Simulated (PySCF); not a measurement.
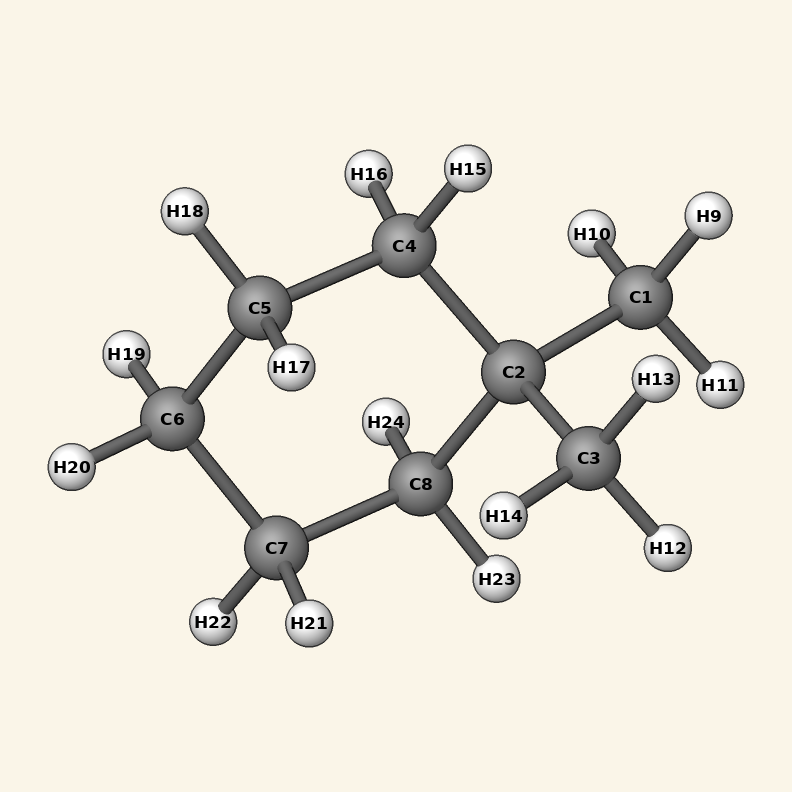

The questions are on isotropic NMR shieldings of the C atoms. The geometry was computed by an optimisation with PBE0-D3(BJ)/def2-SVP. No frequency run is at hand to confirm it as a minimum. Method: GIAO PBE0/pcSseg-1 NMR shielding, non-relativistic, gas phase (PySCF 2.14.0).

Give the isotropic NMR shieldings of the C atoms atom by atom.

```csv
atom,σ (ppm)
C1,148.9
C2,154.7
C3,159.4
C4,143.3
C5,160.0
C6,155.9
C7,160.0
C8,143.3
```
